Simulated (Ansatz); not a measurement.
## Electronic structure of NH$_{3}$···GeH$_{3}$ (doublet) in real space

```xyz
8

H    -1.4216    0.8199   -0.6231
N    -1.7829    0.1751    0.0931
Ge    1.1823    0.0013   -0.2517
H    -1.5474   -0.7865   -0.1836
H    -1.3255    0.3882    0.9886
H     1.0937   -1.5432   -0.1025
H     2.4437    0.3499   -1.0949
H     1.3578    0.5952    1.1741
```

Level of theory: UKS LDA/def2-SVP (Ansatz 0.2.0).

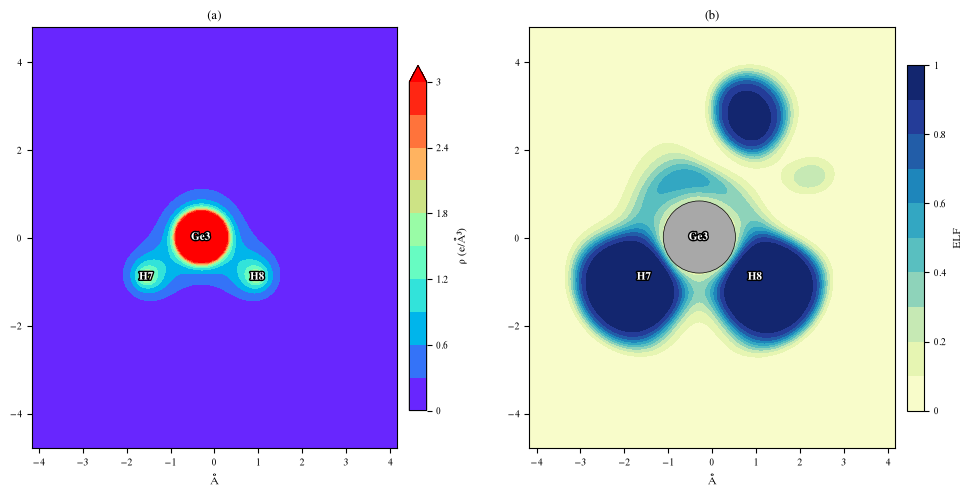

Figure 1. (a) electron density; (b) electron localisation function on the plane of atoms H7, Ge3 and H8. Grey discs cover the atomic cores in the ELF map.

Interpret the plot.

Answer.
- The plane passes through Ge and H nuclei.
- Ge–H (1.56 Å): ρ at the midpoint is about 1 e/Å³; the ELF climbs to about 1 towards the hydrogen.

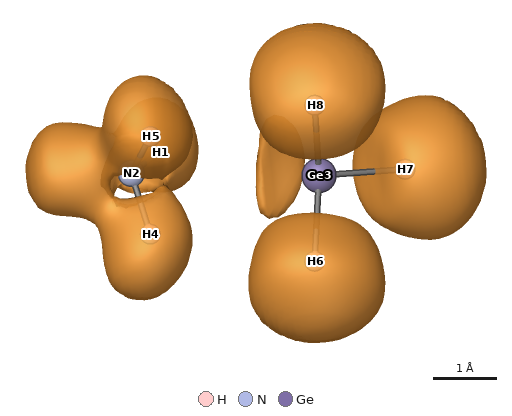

Figure 2. Isosurface of the electron localisation function at 0.75 (orange), seen across its widest extent. Only the valence region is drawn (cores and ρ < 0.01 e/Å³ removed).

Identify the bonds, lone pairs and shells in this picture.

Answer. At this value the surface marks out three regions around hydrogen nuclei, one lobe on Ge, pointing away from the bonds (non-bonding electrons) and one joined region spread over several atoms (H, N), in which their bonds and any lone pairs are merged. Profiles from the grid: Ge3···N2 (2.99 Å): the ELF dips to about 0.15 between them. N–H (1.03 Å): the ELF climbs to about 1 towards the hydrogen: an ordinary covalent bond to hydrogen.

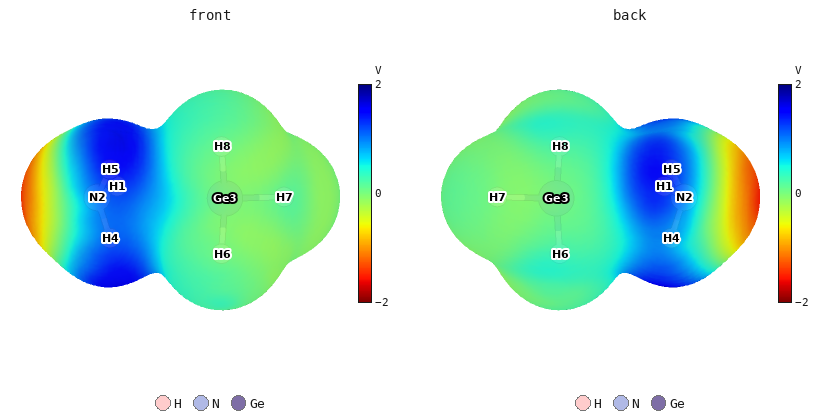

Figure 3. The molecular electrostatic potential painted on the density surface at 0.002 e/bohr³, seen from the front and from behind; the colour scale runs from red (negative) to blue (positive).

Which sites attract a positive test charge, and which a negative one?

Answer. A positive charge is drawn to the negative regions and a negative charge to the positive ones. The most negative region (about −1.5 V) lies over N2, the most positive (about +1.6 V) over H4 and H5. N2 is the likeliest acceptor of a hydrogen bond.
